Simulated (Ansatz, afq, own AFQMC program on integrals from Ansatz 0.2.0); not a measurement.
# NHO (singlet): quantum Monte Carlo beside coupled cluster at scale of all distances = 2.007, cc-pVDZ, part 2 of 2

Ansatz 0.2.0, Gaussian basis, and an in-house AFQMC program (afq) on its integrals; all values are calculated; cc-pVDZ, frozen cores. Earlier steps stand in the parts before.

**12. UHF**

in.yaml

```yaml
crystal:
  periodic: [false, false, false]
  atoms:
    - {symbol: N, position_ang: [0.000000, -0.268770, 1.181092]}
    - {symbol: O, position_ang: [0.000000, 0.134156, -1.172703]}
    - {symbol: H, position_ang: [0.000000, 1.605415, 2.201855]}
basis:
  gaussian: {orbitals: cc-pVDZ}
magnetization: {spin_polarized: true, initial_magnetization: 0}
hamiltonian: {xc: hf}
output: {orbitals: {seedname: orbitals}}
```

Run with:

```
> ansatz run in.yaml --threads 1 --pin off --events-out ev --progress --plain --max-ram 1382MiB
```

Standard output, cut to the lines that bear on the results:

```text
Functional definition: HF
  name "HF"
  cite "Fock, Z. Phys. 61, 126 (1930) doi:10.1007/BF01340294"
  parent pbe
[...]
312 factors; integrals over basis functions are off by at most 8.5e-4 eV
[...]
mean field -3528.78321714 eV, -129.6803913348 hartree, gradient 2.2e-6 eV, S^2 2.887459; 9 other end points of the search recorded, 0 dependent functions left out
reference -3528.78321714 eV, -129.6803913348 hartree; 8, 8 occupied and 25, 25 virtual orbitals, 312 factors
Total energy: -3528.78321714 eV, -129.6803913348 hartree
```

Wall time 1.3 s (1 thread of Arm Neoverse V1, shared host).

From the report: ⟨S²⟩ of the determinant 2.887 (pure singlet: 0.00). The determinant is far from a pure spin state, so its energy mixes those of several spin states (harmless only where they are near-degenerate, as at dissociation).

**13. CCSD(T) on UHF**

in.yaml, as its differences from that of step 12:

```diff
@@ -9,3 +9,2 @@
 magnetization: {spin_polarized: true, initial_magnetization: 0}
-hamiltonian: {xc: hf}
-output: {orbitals: {seedname: orbitals}}
+correlation: {method: ccsd_t, electrons: outside_noble_gas, hamiltonian_folder: ham}
```

Same command.

Standard output, cut to the lines that bear on the results:

```text
Functional definition: HF
  name "HF"
  cite "Fock, Z. Phys. 61, 126 (1930) doi:10.1007/BF01340294"
  parent pbe
[...]
312 factors; integrals over basis functions are off by at most 8.5e-4 eV
[...]
mean field -3528.78321714 eV, -129.6803913349 hartree, gradient 5.2e-11 eV, S^2 2.887459; 31 other end points of the search recorded, 0 dependent functions left out
determinant -3528.78321714 eV, -129.6803913349 hartree, with singles and doubles -3534.54675482 eV, -129.8921974377 hartree
determinant -3528.78280810 eV, -129.6803763028 hartree, with singles and doubles -3534.54585520 eV, -129.8921643773 hartree
determinant -3528.53766804 eV, -129.6713675719 hartree, with singles and doubles -3534.26309218 eV, -129.8817730280 hartree
determinant -3527.26545434 eV, -129.6246145807 hartree, with singles and doubles -3533.55486111 eV, -129.8557460163 hartree
[...]
determinant -3528.78321714 eV, -129.6803913349 hartree, with singles and doubles -3534.58079186 eV, -129.8934482761 hartree
determinant -3528.78280810 eV, -129.6803763028 hartree, with singles and doubles -3534.58018631 eV, -129.8934260224 hartree
determinant -3528.53766804 eV, -129.6713675719 hartree, with singles and doubles -3534.29408458 eV, -129.8829119777 hartree
determinant -3525.57449090 eV, -129.5624728203 hartree, with singles and doubles -3534.15531328 eV, -129.8778122265 hartree
2 core orbitals not correlated: weight in the atoms' cores, before any rotation towards them, 1.000 or more for the frozen orbitals, at most 0.000 for the correlated occupied ones
reference -3528.78321714 eV, -129.6803913349 hartree; 6, 6 occupied and 25, 25 virtual orbitals, 312 factors
second order -4.84010998 eV of doubles, -0.00000000 eV of singles
cycle   1  -5.79757793 eV  change   -3.2e-6 eV  update   6.5e-6
perturbative correction -0.08050797 eV, -0.0029586134 hartree
Total energy: -3534.66130305 eV, -129.8964070075 hartree
```

Run time: 9.5 s. Hardware: 1 thread of Arm Neoverse V1, shared host.

From the report: ⟨S²⟩ of the determinant 2.887 (pure singlet: 0.00); correlation -5.8781 eV; T1 0.023; largest double amplitude 0.11. The determinant is far from a pure spin state, so its energy mixes those of several spin states (harmless only where they are near-degenerate, as at dissociation).

This run also writes the integrals to the folder ham.

**14. CCSDT(Q) on UHF**

in.yaml, as its differences from that of step 13:

```diff
@@ -9,2 +9,2 @@
 magnetization: {spin_polarized: true, initial_magnetization: 0}
-correlation: {method: ccsd_t, electrons: outside_noble_gas, hamiltonian_folder: ham}
+correlation: {method: ccsdt_q, electrons: outside_noble_gas}
```

The command is unchanged.

Standard output, cut to the lines that bear on the results:

```text
Functional definition: HF
  name "HF"
  cite "Fock, Z. Phys. 61, 126 (1930) doi:10.1007/BF01340294"
  parent pbe
[...]
524 factors; integrals over basis functions are off by at most 1.9e-7 eV
[...]
mean field -3528.78325254 eV, -129.6803926357 hartree, gradient 5.5e-11 eV, S^2 2.887459; 31 other end points of the search recorded, 0 dependent functions left out
determinant -3528.78325254 eV, -129.6803926357 hartree, with singles and doubles -3534.54678812 eV, -129.8921986614 hartree
determinant -3528.78284454 eV, -129.6803776419 hartree, with singles and doubles -3534.54588957 eV, -129.8921656404 hartree
determinant -3528.53771818 eV, -129.6713694144 hartree, with singles and doubles -3534.26314261 eV, -129.8817748811 hartree
determinant -3527.26551626 eV, -129.6246168561 hartree, with singles and doubles -3533.55491669 eV, -129.8557480589 hartree
[...]
determinant -3528.78284454 eV, -129.6803776419 hartree, with singles and doubles -3534.58021911 eV, -129.8934272276 hartree
determinant -3528.53771818 eV, -129.6713694144 hartree, with singles and doubles -3534.29413600 eV, -129.8829138675 hartree
determinant -3525.57453170 eV, -129.5624743197 hartree, with singles and doubles -3534.15535418 eV, -129.8778137296 hartree
2 core orbitals not correlated: weight in the atoms' cores, before any rotation towards them, 1.000 or more for the frozen orbitals, at most 0.000 for the correlated occupied ones
reference -3528.78325254 eV, -129.6803926357 hartree; 6, 6 occupied and 25, 25 virtual orbitals, 524 factors
second order -4.84011569 eV of doubles, -0.00000000 eV of singles
cycle   1  -5.52376689 eV  change   -6.8e-1 eV  update   4.7e-2
[...]
cycle 105  -5.98140749 eV  change   -6.1e-7 eV  update   2.0e-7
perturbative correction -0.01467006 eV, -0.0005391146 hartree
Total energy: -3534.77933009 eV, -129.9007444212 hartree
```

It took 47 s on 1 thread of Arm Neoverse V1, shared host; peak memory 0.28 GiB.

From the report: ⟨S²⟩ of the determinant 2.887 (pure singlet: 0.00); correlation -5.9961 eV; T1 0.042; largest double amplitude 0.26. The determinant is far from a pure spin state, so its energy mixes those of several spin states (harmless only where they are near-degenerate, as at dissociation).

**15. Phaseless AFQMC, CISD trial on UHF**

It reads the integrals that the CCSD(T) run on this determinant wrote.

Run with:

```
> afq ham --method phaseless --trial cisd --walkers 60 --populations 1 --least-time 40 --time-step 0.005 --steps-per-block 50 --equilibration-blocks 40 --max-blocks 300 --target-error 0.00084 --factor-cut 1e-05 --start spin_pure --seed 9030 --release-times 0.24,0.51,0.99,1.62,2.4 --release-step 0.03 --release-every 4 --taylor-order 6
```

Standard output:

```text
orbitals 31  electrons 6 6  factors 190 of 312
reference energy -129.68039133 Eh
CCSD correlation -0.21305730 Eh in 29 cycles, weight of the determinant in the CISD state 0.9008
energy of the start -129.854265 Eh
 block  time / (1/Eh)  mean weight  energy / Eh
     1     0.250  1.0027  -129.884284
     2     0.500  1.0004  -129.893884
     3     0.750  1.0016  -129.903089
     4     1.000  0.9972  -129.906054
     5     1.250  1.0001  -129.896630
     6     1.500  1.0003  -129.901814
     7     1.750  0.9980  -129.897024
     8     2.000  1.0028  -129.908030
     9     2.250  1.0000  -129.907674
    10     2.500  0.9996  -129.906133
    11     2.750  1.0004  -129.902429
    16     4.000  1.0025  -129.903958
    21     5.250  0.9992  -129.897339
    26     6.500  0.9974  -129.902491
    31     7.750  0.9985  -129.902379
    36     9.000  1.0002  -129.903144
    41    10.250  0.9981  -129.901845
    46    11.500  0.9997  -129.906119
    51    12.750  1.0020  -129.903882
    56    14.000  1.0012  -129.900409
    61    15.250  1.0003  -129.910944
    66    16.500  1.0017  -129.900168
    71    17.750  1.0019  -129.909242
    76    19.000  1.0037  -129.901745
    81    20.250  1.0007  -129.903058
    86    21.500  0.9984  -129.901578
    91    22.750  1.0029  -129.909943
    96    24.000  1.0013  -129.908000
   101    25.250  1.0020  -129.894039
   106    26.500  1.0040  -129.898147
   111    27.750  0.9993  -129.905108
   116    29.000  0.9982  -129.898333
   121    30.250  1.0012  -129.898863
   126    31.500  1.0023  -129.901261
   131    32.750  1.0012  -129.905586
   136    34.000  1.0021  -129.911420
   141    35.250  0.9983  -129.906845
   146    36.500  0.9988  -129.908540
   151    37.750  0.9989  -129.900341
   156    39.000  0.9974  -129.914332
   161    40.250  1.0002  -129.895652
   166    41.500  0.9997  -129.897956
   171    42.750  1.0022  -129.903348
   176    44.000  1.0014  -129.899887
   181    45.250  0.9999  -129.899600
   186    46.500  0.9982  -129.908281
   191    47.750  0.9984  -129.904244
   196    49.000  1.0028  -129.901494
blocks merged  error / Eh  count
     1  0.000409  160
     2  0.000484  80
     4  0.000523  40
     8  0.000615  20
    16  0.000515  10
released: time / (1/Eh)  energy / Eh  error  mean overlap
  0.24  -129.903379  0.000559  1.0132
  0.51  -129.904103  0.000712  1.0233
  0.99  -129.903663  0.000895  1.0350
  1.62  -129.903524  0.001381  1.0308
  2.40  -129.903235  0.002337  1.0004
energy -129.903713 +/- 0.000615 Eh
```

Run time: 2.9 min. Hardware: 1 thread of Arm Neoverse V1, shared host.

Energy -3534.8601 ± 0.0167 eV. Caveats: constraint bias not in the error.

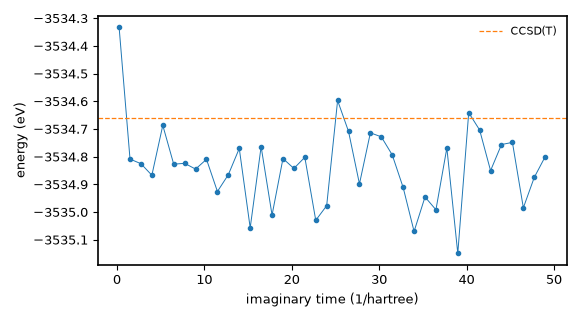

Block energies along the walk.

**16. Phaseless AFQMC, single-determinant trial on UHF**

It reads the integrals that the CCSD(T) run on this determinant wrote.

Run with:

```
> afq ham --method phaseless --trial hf --walkers 120 --populations 1 --least-time 40 --time-step 0.005 --steps-per-block 20 --equilibration-blocks 160 --max-blocks 600 --target-error 0.00252 --factor-cut 1e-05 --start spin_pure --seed 3727 --taylor-order 6
```

Standard output:

```text
orbitals 31  electrons 6 6  factors 190 of 312
reference energy -129.68039133 Eh
CCSD correlation -0.21305730 Eh in 29 cycles, weight of the determinant in the CISD state 0.9008
energy of the start -129.694197 Eh
 block  time / (1/Eh)  mean weight  energy / Eh
     1     0.100  1.0011  -129.767380
     2     0.200  1.0025  -129.803239
     3     0.300  1.0008  -129.836229
     4     0.400  1.0008  -129.853693
     5     0.500  1.0051  -129.881253
     6     0.600  1.0005  -129.903336
     7     0.700  1.0026  -129.907152
     8     0.800  1.0010  -129.922157
     9     0.900  0.9998  -129.924126
    10     1.000  1.0011  -129.914781
    15     1.500  1.0006  -129.915394
    29     2.900  1.0023  -129.910126
    43     4.300  0.9978  -129.910691
    57     5.700  0.9995  -129.914345
    71     7.100  1.0024  -129.914056
    85     8.500  1.0000  -129.935390
    99     9.900  1.0006  -129.909855
   113    11.300  1.0012  -129.887676
   127    12.700  1.0000  -129.869605
   141    14.100  1.0004  -129.881731
   155    15.500  1.0018  -129.902746
   169    16.900  0.9988  -129.953777
   183    18.300  1.0004  -129.898377
   197    19.700  1.0013  -129.907312
   211    21.100  1.0022  -129.902199
   225    22.500  1.0011  -129.897042
   239    23.900  1.0005  -129.888189
   253    25.300  0.9995  -129.892749
   267    26.700  0.9990  -129.894080
   281    28.100  0.9990  -129.922137
   295    29.500  1.0008  -129.900360
   309    30.900  1.0031  -129.912446
   323    32.300  1.0026  -129.888790
   337    33.700  0.9978  -129.911105
   351    35.100  1.0004  -129.892344
   365    36.500  0.9984  -129.918868
   379    37.900  1.0045  -129.922819
   393    39.300  1.0000  -129.904773
   407    40.700  1.0009  -129.914306
   421    42.100  1.0002  -129.889646
   435    43.500  1.0010  -129.912370
   449    44.900  0.9979  -129.913697
   463    46.300  0.9998  -129.896483
   477    47.700  0.9995  -129.893969
   491    49.100  1.0009  -129.924800
   505    50.500  0.9976  -129.911548
   519    51.900  0.9996  -129.889858
   533    53.300  0.9992  -129.880921
   547    54.700  1.0015  -129.903443
blocks merged  error / Eh  count
     1  0.000858  400
     2  0.001120  200
     4  0.001442  100
     8  0.001751  50
    16  0.001772  25
    32  0.001593  12
energy -129.906867 +/- 0.001772 Eh
```

It took 2.5 min on 1 thread of Arm Neoverse V1, shared host.

Energy -3534.9459 ± 0.0482 eV. Caveats: constraint bias not in the error.

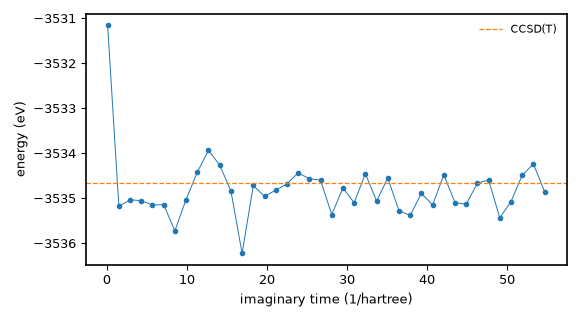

Block energies along the walk.

**17. All levels side by side**

On the UHF determinant, counted from CCSDT(Q) (a yardstick, not exact):

```csv
level,energy (eV),from CCSDT(Q) (kJ/mol),statistical error (kJ/mol),time
HF,-3528.7832,+578.5,,
MP2,-3533.6233,+111.5,,
CCSD,-3534.5808,+19.2,,
CCSD(T),-3534.6613,+11.4,,
CCSDT(Q),-3534.7793,0.0,,
"Phaseless AFQMC, CISD trial, step 0.005, 60 walkers",-3534.8601,-7.8,1.6,2.9 min
"Phaseless AFQMC, single-determinant trial, step 0.005, 120 walkers",-3534.9459,-16.1,4.7,2.5 min
```

The functionals' totals stand on their own zeros and serve differences with other points: PBE -3538.275 eV; r2SCAN -3540.855 eV; PBE0 -3538.640 eV; B3LYP -3542.471 eV; wB97M-V -3541.216 eV; B2PLYP -3539.530 eV.

**18. Results**

The summary covers parts 1 to 2.

| quantity | value |
| --- | --- |
| CCSD(T) on UHF from CCSDT(Q) | +11.4 kJ/mol |
| Phaseless AFQMC, CISD trial on UHF from CCSDT(Q) | -7.8 ± 1.6 kJ/mol |
| Phaseless AFQMC, single-determinant trial on UHF from CCSDT(Q) | -16.1 ± 4.7 kJ/mol |

In words: On UHF the phaseless walk with the CISD trial lies -7.8 kJ/mol from CCSDT(Q), 5 times its error bar. Error bars are statistical and leave out the constraint, the time step and what remains of the start.
